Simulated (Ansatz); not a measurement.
## Run report: Si$_{2}$NH$_{7}$OF$_{2}$, single-point calculation

Si$_{2}$NH$_{7}$OF$_{2}$, computed with RKS PBE0-D4/def2-TZVPP (Ansatz 0.2.0).

The geometry is a transition state. The reaction was set up to form Si1–N8 and O2–H7 and to break Si1–O2 and H7–N8 (atoms counted from 1 in the order of the input); sticks are drawn by distance alone. The geometry comes from this level: PBE0-D4/def2-TZVP.

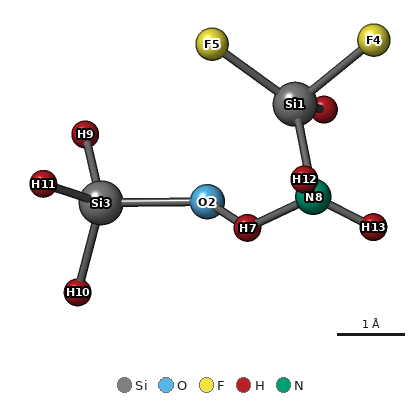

Fig. 1: The input geometry (ball-and-stick view, seen at a tilt; atoms are numbered from 1 in the order of the input).

### Input
```yaml
crystal:
  periodic: [false, false, false]
  atoms:
    - {symbol: Si, position_ang: [-0.383438, 1.259292, 0.349669]}
    - {symbol: O, position_ang: [0.102743, -0.427923, -0.653947]}
    - {symbol: Si, position_ang: [-0.631038, -1.886162, -0.865153]}
    - {symbol: F, position_ang: [-0.473014, 2.641148, 1.194440]}
    - {symbol: F, position_ang: [-1.314658, 0.364420, 1.287914]}
    - {symbol: H, position_ang: [-0.862114, 1.763104, -0.942318]}
    - {symbol: H, position_ang: [1.092519, -0.088820, -0.078661]}
    - {symbol: N, position_ang: [1.391548, 0.933131, 0.643866]}
    - {symbol: H, position_ang: [-2.048872, -1.661668, -1.243017]}
    - {symbol: H, position_ang: [0.061343, -2.627285, -1.952285]}
    - {symbol: H, position_ang: [-0.574121, -2.704754, 0.375693]}
    - {symbol: H, position_ang: [1.617347, 0.808032, 1.624121]}
    - {symbol: H, position_ang: [2.021753, 1.627386, 0.259779]}
basis:
  gaussian: {orbitals: def2-TZVPP}
hamiltonian: {xc: pbe0, dispersion: d4}
output: {orbitals: {seedname: orbitals}}
```

Run on 4 CPU threads, shared host.

Command:
```bash
ansatz run in.yaml --threads 4 --pin off --events-out ev --progress --plain --max-ram 46080MiB --backend cuda --devices 0, --max-vram 37GiB
```

### The program's output
```
Functional definition: PBE0
  name "PBE0"
  cite "Adamo & Barone, J. Chem. Phys. 110, 6158 (1999) doi:10.1063/1.478522"
  cite "Perdew, Burke & Ernzerhof, Phys. Rev. Lett. 77, 3865 (1996) doi:10.1103/PhysRevLett.77.3865"
  parent pbe
  parameter a = 0.25
  parameter kappa = 0.804
  parameter beta = 0.06672455060314922
  exchange = (1 - a)*pbe_x(kappa = kappa, mu = beta*pi^2/3) + a*exact_x
  correlation = pbe_c(beta = beta)
1613 factors; their error is unknown
mean field evaluation 1: about -24824.4901 eV, gradient 7.8e1 eV
mean field evaluation 2: about -24813.6560 eV, gradient 1.1e2 eV
mean field evaluation 4: about -24833.7742 eV, gradient 6.0e0 eV
mean field evaluation 8: about -24833.8335 eV, gradient 5.5e-2 eV
mean field evaluation 16: about -24833.8916 eV, gradient 9.4e-5 eV
mean field -24833.89160831 eV, -912.6286835889 hartree, gradient 2.0e-5 eV, S^2 0.000000; 0 other end points of the search recorded, 0 dependent functions left out
reference -24833.89164367 eV, -912.6286848884 hartree; 34, 34 occupied and 272, 272 virtual orbitals, 1613 factors
Total energy: -24834.13886901 eV, -912.6377702521 hartree
```

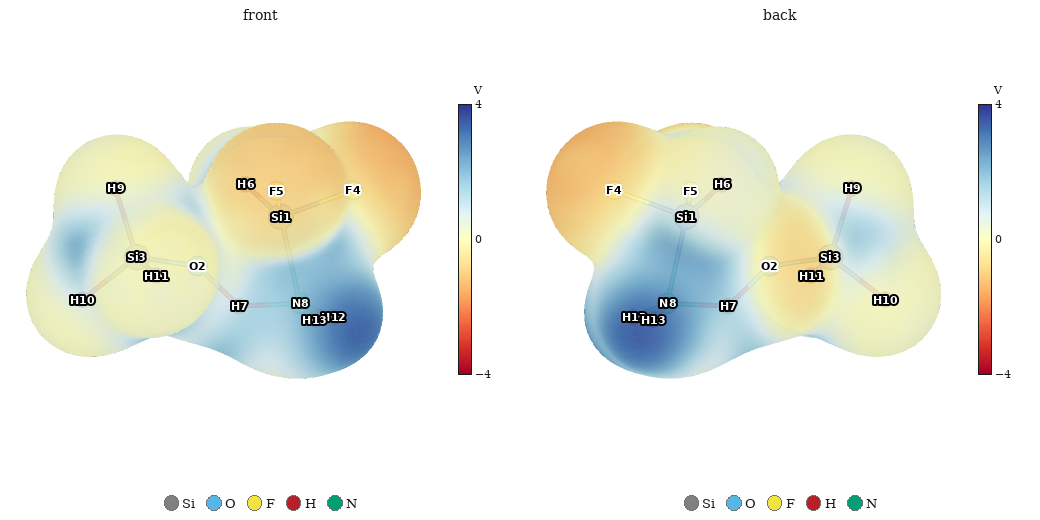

Fig. 2: The electrostatic potential painted on the density surface at 0.004 e/bohr³, seen at a tilt and from behind; red is negative and blue positive.

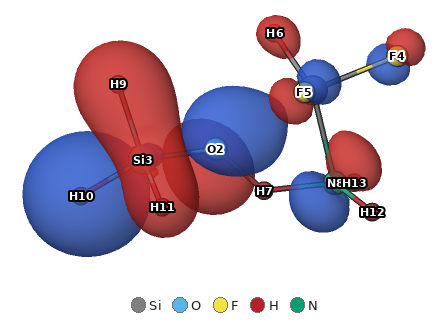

Fig. 3: The HOMO−1 at ±0.1 Å⁻³ᐟ² (red and blue are the two phases), seen at a tilt. Its weight (Hirshfeld) is mainly on O2 (30 %), Si3 (25 %), H10 (20 %) and H9 (10 %). Its energy is −8.84 eV.

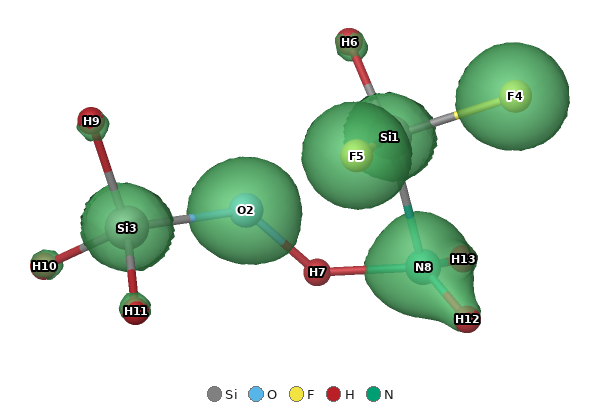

Fig. 4: Isosurface of the total electron density at 1.5 e/Å³ (green), seen at a tilt. At this value the surface falls into ten separate pieces. It is pinched off along the Si–F (1.60 Å), Si–O (1.65 Å) and Si–N (1.83 Å) contacts. On the grid the lowest density along these lines, outside the cores, is 1 e/Å³ (Si–F, 1.60 Å), 1 e/Å³ (Si–O, 1.65 Å), 0.78 e/Å³ (Si–N, 1.83 Å) and 2.3 e/Å³ (N–H, 1.01 Å).

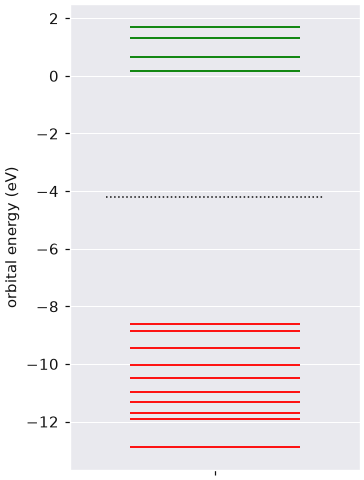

Fig. 5: Orbital energies near the frontier; the dotted line parts filled from empty levels, and levels within 0.02 eV of each other stand side by side. Highest filled −8.61 eV, lowest empty 0.18 eV, 8.79 eV apart.

### Summary

```json
{"quantity": "outcome", "value": "converged"}
{"quantity": "total energy", "value": "−24834.1389 eV"}
{"quantity": "mean-field energy", "value": "−24833.8916 eV"}
{"quantity": "dispersion energy", "value": "−0.2472 eV"}
{"quantity": "SCF solution under orbital rotations", "value": "stable"}
{"quantity": "HOMO", "value": "−8.61 eV"}
{"quantity": "LUMO", "value": "0.18 eV"}
{"quantity": "wall time", "value": "2.2 s (CPU time 2.9 s)"}
{"quantity": "peak memory", "value": "0.86 GiB"}
```
